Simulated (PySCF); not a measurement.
**[Nd(H2O)4]3+: how tightly the ligands are held**

Aim: take one ligand of each kind off [Nd(H2O)4]3+, with both parts rigid, and scan its distance from the metal. The species was built from a template and needn't be a known compound.

Computed with PySCF 2.14.0. Level: r2SCAN, Nd lcecp-1-SVP with ECP49, O def2-SVP, H def2-SVP; scalar-relativistic core potentials, no spin–orbit coupling.

4 further runs of the same task are left out: 2 for a known fault of the program, 1 that didn't finish, 1 set aside as unsound or not needed.

### 1 Where the work starts

13 atoms, charge 3, spin multiplicity 1.

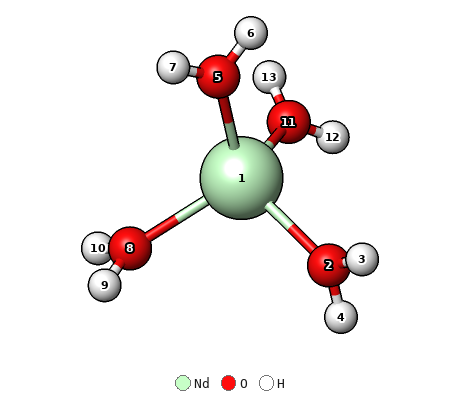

The structure; neodymium light green, oxygen red, hydrogen white; atoms are numbered from 1 in the order of the file.

As a file:

```xyz
13
charge 3, multiplicity 1
Nd    0.0000    0.0000    0.0000
O     1.4291    1.3007    1.3653
H     1.3740    1.4616    2.3364
H     2.2317    1.8084    1.1006
O    -1.4292   -1.3653    1.3007
H    -2.2315   -1.1005    1.8086
H    -1.3740   -2.3365    1.4616
O     1.4291   -1.3007   -1.3653
H     2.2317   -1.8084   -1.1006
H     1.3740   -1.4616   -2.3364
O    -1.4292    1.3653   -1.3007
H    -1.3740    2.3365   -1.4616
H    -2.2315    1.1005   -1.8086
```

Formal oxidation states: Nd +3. Each metal's 3 4f electrons lie in its core potential, so multiplicities, spins and levels count the valence alone. An earlier session relaxed this geometry at r2SCAN, Nd lcecp-1-SVP with ECP49, O def2-SVP, H def2-SVP (singlet, point group S4).

### 2 H2O taken off

The ligand (atoms 2, 3, 4) keeps its formal charge and a closed shell where it can; ligand and rest are solved at the complex's geometry, in vacuum, with the settings of the relaxation.

| part | charge | state | energy (Eh) |
| --- | --- | --- | --- |
| complex | 3 | singlet | -338.306408 |
| ligand | 0 | singlet | -76.316595 |
| rest | 3 | singlet | -261.870678 |

It took 5.3 s on 2 threads of Arm Neoverse V1, shared host.

### 3 Rigid scan of H2O

Atoms 2, 3, 4 move together along the line from atom 1; the distance is to the donor, the donors' midpoint or the ring centre. Each point starts from the density of the one before.

| distance (Å) | energy from the relaxed point (eV) |
| --- | --- |
| 2.07 | 0.551 |
| 2.17 | 0.205 |
| 2.27 | 0.040 |
| 2.37 | 0.000 |
| 2.47 | 0.041 |
| 2.57 | 0.135 |
| 2.77 | 0.403 |
| 3.07 | 0.858 |
| 3.47 | 1.394 |
| 3.97 | 1.873 |

Wall time 55 s (2 threads of Arm Neoverse V1, shared host).

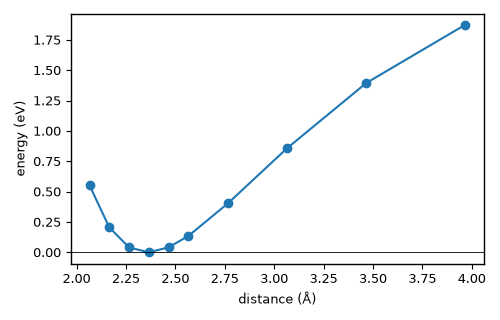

Energy along the rigid scan of H2O.

### 4 Summary of results

```
                    quantity      value
              taking off H2O    3.24 eV
stiffness of the H2O contact  8.2 eV/Å²
```

What this shows: Taking off H2O as a fragment of charge +0 costs 3.24 eV. Near 2.37 Å the H2O contact has a stiffness of about 8.2 eV/Å², and the energy stands 1.87 eV higher at 3.97 Å. No counterpoise correction is made, and the parts aren't relaxed; each of these makes the binding look larger. These are double-zeta-type bases without diffuse functions. Spin–orbit coupling is left out.
